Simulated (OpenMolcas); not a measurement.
# A workflow on CH5AlOSi (SMILES [CH2]1O[SiH2][AlH]1)

Wanted: the energy (HF/ANO-R0), then the energy (CASSCF(2,2)/ANO-R1), then the energy along one coordinate (CASPT2(2,2)/ANO-R1), then the energy along one coordinate (SC-NEVPT2(2,2)/ANO-R1), then an energy scan (MC-PDFT[tPBE](2,2)/ANO-R1) of CH5AlOSi. 

Program for the calculation: OpenMolcas 26.06.

## (1) The structure to begin with

CH5AlOSi: 9 atoms, total charge 0, spin state singlet. As SMILES, `[CH2]1O[SiH2][AlH]1`. Geometry: relaxed at PBE0-D4/def2-TZVP.

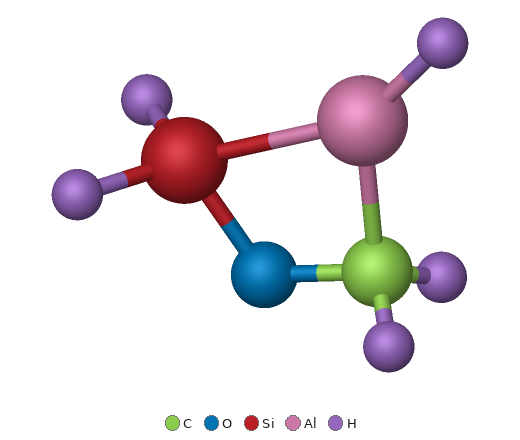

The structure, seen from a chosen angle (carbon green, oxygen blue, silicon red, aluminium pink, hydrogen purple).

## (2) A single-point energy at HF/ANO-R0 (sfX2C) (run 1)

coord.xyz reads:

```xyz
9

C     -0.309900     1.022500    -0.653500
O      0.621100    -0.021300    -1.022900
Si     0.767800    -1.223900     0.135800
Al    -0.858800     0.279300     1.121100
H     -1.090200     1.097600    -1.420100
H      0.213300     1.986000    -0.643000
H      2.177700    -1.338300     0.615000
H      0.422400    -2.560600    -0.433300
H     -1.855100     0.712400     2.283700
```

step1.inp reads:

```
&GATEWAY
 COORD=coord.xyz
 BASIS=ANO-R0
 GROUP=NoSym

&SEWARD

&SCF
 PRORBITALS=0

&LOCALISATION
 OCCUPIED
 FREEZE
 PIPEK-MEZEY

&LOCALISATION
 FILEORB=$Project.LocOrb
 VIRTUAL
 PIPEK-MEZEY
```

On the command line:

```
$ export MOLCAS_MEM=1860
$ pymolcas step1.inp > step1.log
```

Log:

```text
--- Start Module: gateway ---
[...]
--- Stop Module: gateway /rc=_RC_ALL_IS_WELL_ ---
[...]
      Basis functions           33
[...]
       Convergence after  12 Iterations
[...]
::    Total SCF energy                               -646.9016725326
[...]
      Total spin, S                                     0.0000000000
[...]
      Total electronic charge=   46.000000
      Total            charge=   -0.000000
[...]
      Dipole Moment (debye):
      Origin of the operator (angstrom)=    0.0499   -0.1691    0.1165
                   X= -9.9909E-01               Y=  1.2914E+00               Z=  1.7031E-01           Total=  1.6416E+00
      Quadrupole Moment (debye*angstrom):
[...]
--- Start Module: localisation ---
[...]
--- Stop Module: localisation /rc=_RC_ALL_IS_WELL_ ---
--- Start Module: localisation ---
[...]
--- Stop Module: localisation /rc=_RC_ALL_IS_WELL_ ---
[...]
```

It took 2.9 s on 1 thread of Arm Neoverse V2, shared host; peak memory 0.38 GiB.

## (3) A single-point energy at CASSCF(2,2)/ANO-R1 (sfX2C, RICD fitting) (run 2)

coord.xyz is that of step 2.

step2.inp reads:

```
* CH5AlOSi CASSCF
&GATEWAY
Coord
coord.xyz
Basis
ANO-R0
Group
NoSym
&SEWARD
&RASSCF
FileOrb
$CurrDir/step1.LocOrb
Alter
2
1 19 23
1 24 25
Spin
1
Nactel
2 0 0
Inactive
22
Ras2
2
OrbListing
Nothing
>>> COPY $Project.RunFile RUNFIL1
>>> COPY $Project.RasOrb INPORB
&GATEWAY
Coord
coord.xyz
Basis
ANO-R1
Group
NoSym
RICD
&SEWARD
>>> COPY $Project.RunFile RUNFIL2
&EXPBAS
&RASSCF
FileOrb
$Project.ExpOrb
Spin
1
Nactel
2 0 0
Inactive
22
Ras2
2
OrbListing
Nothing
```

On the command line:

```
$ export MOLCAS_MEM=1860
$ pymolcas step2.inp > step2.log
```

Log:

```text
--- Start Module: gateway ---
[...]
--- Stop Module: gateway /rc=_RC_ALL_IS_WELL_ ---
[...]
      Basis functions           33
[...]
      Number of active orbitals                  2
[...]
      Spin quantum number                      0.0
[...]
      Active orbitals                            2
[...]
      Number of CSFs                             3
[...]
      Number of root(s) required                 1
[...]
      Convergence after 10 iterations
[...]
      printout of CI-coefficients larger than  0.05 for root  1
      energy=    -646.908803
      conf/sym  11     Coeff  Weight
             1  20   0.99558 0.99119
             3  02  -0.09387 0.00881
      Natural orbitals and occupation numbers for root  1
      sym 1:   1.982378   0.017622
      ************************************************************************************************************************
      *                                                    Final results                                                     *
[...]
::    RASSCF root number  1 Total energy:   -646.90880301
[...]
      Basis functions           89
[...]
--- Start Module: expbas ---
[...]
--- Stop Module: expbas /rc=_RC_ALL_IS_WELL_ ---
--- Start Module: rasscf ---
[...]
      Convergence after 16 iterations
[...]
      Natural orbitals and occupation numbers for root  1
      sym 1:   1.974235   0.025765
      ************************************************************************************************************************
      *                                                    Final results                                                     *
[...]
::    RASSCF root number  1 Total energy:   -647.61676181
[...]
      Total electronic charge=   46.000000
      Total            charge=   -0.000000
[...]
      Dipole Moment (debye):
      Origin of the operator (angstrom)=    0.0499   -0.1691    0.1165
                   X= -1.5668E+00               Y=  6.6653E-01               Z=  1.8746E+00           Total=  2.5324E+00
      Quadrupole Moment (debye*angstrom):
[...]
--- Stop Module: rasscf /rc=_RC_ALL_IS_WELL_ ---
[...]
```

It took 10 s on 1 thread of Arm Neoverse V2, shared host; peak memory 0.38 GiB.

## (4) An energy scan at CASPT2(2,2)/ANO-R1 (sfX2C, RICD fitting, ipea shift 0.25 Eh, pt2 variant SS) (run 3)

step3.input reads:

```
>>> EXPORT MOLCAS_PRINT=2
>>> COPY $CurrDir/step2.RasOrb $Project.RasOrb
>>> ForEach K in (1, 2, 3, 4, 5, 6, 7, 8, 9)

&GATEWAY
 Coord=$CurrDir/point$K.xyz
 Basis=ANO-R1
 Group=NoSym
 RICD

&SEWARD

&RASSCF
 FileOrb=$Project.RasOrb
 Spin=1
 Nactel=2 0 0
 Inactive=22
 Ras2=2
 OrbListing=Nothing

&CASPT2
 Imaginary=0.2
 Frozen=12
>>> EndDo
```

On the command line:

```
$ export MOLCAS_MEM=1860
$ pymolcas step3.input > step3.log
```

Log, cut to the lines that bear on the results:

```text
[...]
      Basis functions           89
[...]
      Number of active orbitals                  2
[...]
      Spin quantum number                      0.0
[...]
      Active orbitals                            2
[...]
      Number of CSFs                             3
[...]
      Number of root(s) required                 1
[...]
      Convergence after 10 iterations
[...]
      Natural orbitals and occupation numbers for root  1
      sym 1:   1.979443   0.020557
      ************************************************************************************************************************
      *                                                    Final results                                                     *
[...]
::    RASSCF root number  1 Total energy:   -647.60870585
[...]
      E2 (Variational):          -0.4681005461
[...]
::    CASPT2 Root  1     Total energy:   -648.07680639
[...]
      Convergence after 10 iterations
[...]
      Natural orbitals and occupation numbers for root  1
      sym 1:   1.974242   0.025758
      ************************************************************************************************************************
      *                                                    Final results                                                     *
[...]
      Convergence after 11 iterations
[...]
      Natural orbitals and occupation numbers for root  1
      sym 1:   1.801667   0.198333
      ************************************************************************************************************************
      *                                                    Final results                                                     *
[...]
      Convergence after 11 iterations
[...]
      Natural orbitals and occupation numbers for root  1
      sym 1:   1.615080   0.384920
      ************************************************************************************************************************
      *                                                    Final results                                                     *
[...]
      Convergence after 10 iterations
[...]
::    RASSCF root number  1 Total energy:   -647.50553751
[...]
::    CASPT2 Root  1     Total energy:   -647.96663623
[...]
      Convergence after  9 iterations
[...]
::    RASSCF root number  1 Total energy:   -647.50131683
[...]
      E2 (Variational):          -0.4601872675
[...]
::    CASPT2 Root  1     Total energy:   -647.96150410
[...]
```

Wall time 62 s (1 thread of Arm Neoverse V2, shared host); peak memory 0.086 GiB.

The scan, from its lowest point:

| H9–Al4 (Å) | energy (kJ/mol) |
| --- | --- |
| 1.432 | 19.0 |
| 1.591 | 0.0 |
| 1.750 | 12.0 |
| 1.989 | 56.3 |
| 2.307 | 128.0 |
| 2.705 | 206.9 |
| 3.182 | 270.0 |
| 3.819 | 308.2 |
| 4.774 | 321.7 |

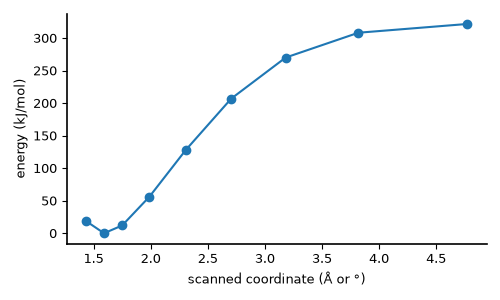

Energy along the scan.

## (5) An energy scan at SC-NEVPT2(2,2)/ANO-R1 (sfX2C, RICD fitting, pt2 variant SC-NEVPT2) (run 4)

step4.inp reads:

```
>>> COPY $CurrDir/step2.RasOrb $Project.RasOrb
>>> ForEach K in (1, 2, 3, 4, 5, 6, 7, 8, 9)

&gateway
  coord
  $CurrDir/point$K.xyz
  basis
  ANO-R1
  group
  NoSym
  ricd

&seward

&rasscf
  fileorb
  $Project.RasOrb
  spin
  1
  nactel
  2 0 0
  inactive
  22
  ras2
  2
  orblisting
  Nothing

&caspt2
  sc-nevpt2
  frozen
  12
>>> EndDo
```

On the command line:

```
$ export MOLCAS_MEM=1860
$ pymolcas step4.inp > step4.log
```

Log, cut to the lines that bear on the results:

```text
[...]
      Basis functions           89
[...]
      Number of active orbitals                  2
[...]
      Spin quantum number                      0.0
[...]
      Active orbitals                            2
[...]
      Number of CSFs                             3
[...]
      Number of root(s) required                 1
[...]
      Convergence after 10 iterations
[...]
      Natural orbitals and occupation numbers for root  1
      sym 1:   1.979443   0.020557
      ************************************************************************************************************************
      *                                                    Final results                                                     *
[...]
::    RASSCF root number  1 Total energy:   -647.60870585
[...]
      E2 (Variational):          -0.4626678803
[...]
::    SC-NEVPT2 Root  1     Total energy:   -648.07134421
[...]
      Convergence after 10 iterations
[...]
      Natural orbitals and occupation numbers for root  1
      sym 1:   1.974242   0.025758
      ************************************************************************************************************************
      *                                                    Final results                                                     *
[...]
      Convergence after 11 iterations
[...]
      Natural orbitals and occupation numbers for root  1
      sym 1:   1.801667   0.198333
      ************************************************************************************************************************
      *                                                    Final results                                                     *
[...]
      Convergence after 11 iterations
[...]
      Natural orbitals and occupation numbers for root  1
      sym 1:   1.615080   0.384920
      ************************************************************************************************************************
      *                                                    Final results                                                     *
[...]
      Convergence after 10 iterations
[...]
::    RASSCF root number  1 Total energy:   -647.50553751
[...]
::    SC-NEVPT2 Root  1     Total energy:   -647.96517637
[...]
      Convergence after  9 iterations
[...]
::    RASSCF root number  1 Total energy:   -647.50131683
[...]
      E2 (Variational):          -0.4592814355
[...]
::    SC-NEVPT2 Root  1     Total energy:   -647.96059827
[...]
```

Run time: 60 s. Hardware: 1 thread of Arm Neoverse V2, shared host; peak memory 0.086 GiB.

The scan, from its lowest point:

| H9–Al4 (Å) | energy (kJ/mol) |
| --- | --- |
| 1.432 | 19.0 |
| 1.591 | 0.0 |
| 1.750 | 11.4 |
| 1.989 | 54.4 |
| 2.307 | 124.5 |
| 2.705 | 201.5 |
| 3.182 | 262.3 |
| 3.819 | 297.7 |
| 4.774 | 309.8 |

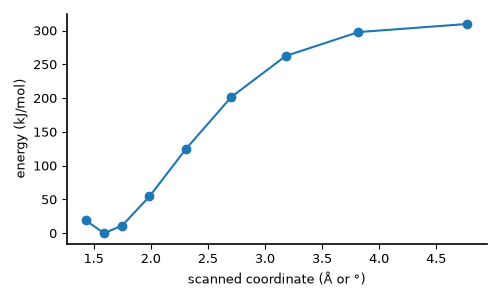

Energy along the scan.

## (6) The energy along one coordinate at MC-PDFT[tPBE](2,2)/ANO-R1 (sfX2C, RICD fitting) (run 5)

step5.input reads:

```
* CH5AlOSi MC-PDFT
>>> EXPORT MOLCAS_PRINT=2
>>> COPY $CurrDir/step2.RasOrb $Project.RasOrb
>>> ForEach K in (1, 2, 3, 4, 5, 6, 7, 8, 9)

&gateway
 coord=$CurrDir/point$K.xyz
 basis=ANO-R1
 group=NoSym
 ricd

&seward

&rasscf
 fileorb=$Project.RasOrb
 spin=1
 nactel=2 0 0
 inactive=22
 ras2=2
 orblisting=Nothing

&mcpdft
 ksdft=T:PBE
>>> EndDo
```

On the command line:

```
$ export MOLCAS_MEM=1860
$ pymolcas step5.input > step5.log
```

Log, cut to the lines that bear on the results:

```text
--- Start Module: gateway ---
[...]
      Basis functions           89
[...]
      Number of active orbitals                  2
[...]
      Spin quantum number                      0.0
[...]
      Active orbitals                            2
[...]
      Number of CSFs                             3
[...]
      Number of root(s) required                 1
[...]
      Convergence after 10 iterations
[...]
      Natural orbitals and occupation numbers for root  1
      sym 1:   1.979443   0.020557
      ************************************************************************************************************************
      *                                                    Final results                                                     *
[...]
::    RASSCF root number  1 Total energy:   -647.60870585
[...]
::    MCPDFT root number  1 Total energy:   -648.92462831
[...]
      Convergence after 10 iterations
[...]
      Natural orbitals and occupation numbers for root  1
      sym 1:   1.974242   0.025758
      ************************************************************************************************************************
      *                                                    Final results                                                     *
[...]
      Convergence after 11 iterations
[...]
      Natural orbitals and occupation numbers for root  1
      sym 1:   1.801667   0.198333
      ************************************************************************************************************************
      *                                                    Final results                                                     *
[...]
      Convergence after 11 iterations
[...]
      Natural orbitals and occupation numbers for root  1
      sym 1:   1.615080   0.384920
      ************************************************************************************************************************
      *                                                    Final results                                                     *
[...]
      Convergence after 10 iterations
[...]
::    RASSCF root number  1 Total energy:   -647.50553751
[...]
::    MCPDFT root number  1 Total energy:   -648.81299180
[...]
      Convergence after  9 iterations
[...]
::    RASSCF root number  1 Total energy:   -647.50131683
[...]
      Total electronic charge=   46.000000
      Total            charge=   -0.000000
[...]
::    MCPDFT root number  1 Total energy:   -648.80883260
[...]
```

It took 70 s on 1 thread of Arm Neoverse V2, shared host; peak memory 0.086 GiB.

The scan, from its lowest point:

| H9–Al4 (Å) | energy (kJ/mol) |
| --- | --- |
| 1.432 | 21.0 |
| 1.591 | 0.0 |
| 1.750 | 10.1 |
| 1.989 | 52.7 |
| 2.307 | 124.1 |
| 2.705 | 205.5 |
| 3.182 | 273.5 |
| 3.819 | 314.1 |
| 4.774 | 325.0 |

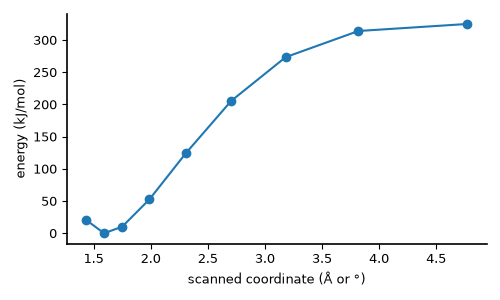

Energy along the scan.

## (7) Results

```
                                                   quantity          value
                             run 1, HF/ANO-R0: total energy  -646.90167 Eh
                            run 1, HF/ANO-R0: dipole moment         1.64 D
                              run 1, HF/ANO-R0: HOMO energy      -10.68 eV
                              run 1, HF/ANO-R0: LUMO energy       -0.85 eV
                            run 1, HF/ANO-R0: HOMO–LUMO gap        9.83 eV
                    run 2, CASSCF(2,2)/ANO-R1: total energy  -647.61676 Eh
  run 2, CASSCF(2,2)/ANO-R1: dipole moment (CASSCF density)         2.53 D
       run 3, CASPT2(2,2)/ANO-R1: lowest energy of the scan  -648.08402 Eh
    run 4, SC-NEVPT2(2,2)/ANO-R1: lowest energy of the scan  -648.07858 Eh
run 5, MC-PDFT[tPBE](2,2)/ANO-R1: lowest energy of the scan  -648.93264 Eh
```

**Reading.** Mulliken charges (run 1, HF/ANO-R0) run from -0.72 on C1 to +0.89 on Al4.
